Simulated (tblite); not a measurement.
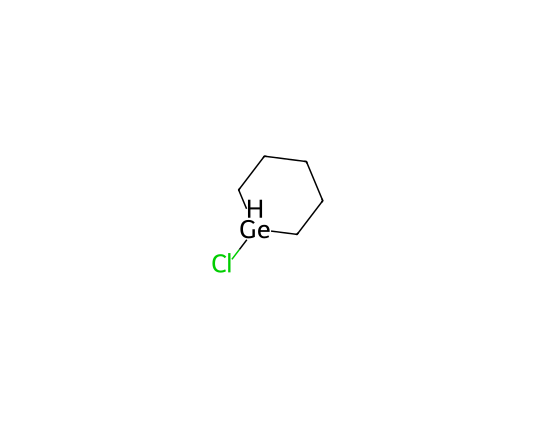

Figure made from data computed with tblite.

2D structure.

Write the SMILES.

[Cl][GeH]1[CH2]CCC[CH2]1

Give the formula, hydrogens included.

C5H11ClGe.

An optimisation with GFN2-xTB gave a structure of which point group?

Cs.
